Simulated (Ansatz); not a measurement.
The parent structure is Li$_{2}$O in the anti-fluorite structure (space group Fm-3m, No. 225; a = 4.5727 Å). Axes: x, y, z lie along the cube axes.

The change: uniaxial stress, 5 GPa tension along z, with the cell and atoms free to relax against it.

Computed with r2SCAN (Ansatz, a first-principles code), without spin-orbit coupling.

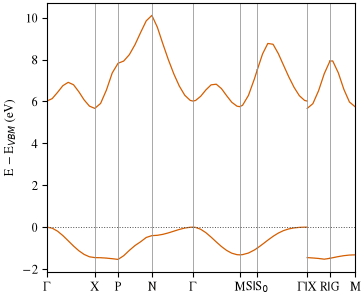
Figure: Highest valence and lowest conduction band along the path of the changed cell's own zone

Task: From the figure, how large is the changed gap, and is it direct?

Result: About 5.7 eV, indirect, Γ → X.

Load acts through the strain it causes; cell and atoms are relaxed under it. Beyond what the load breaks, stability against distortions was not tested. Labels are those of the standard path for the cell's own space group.
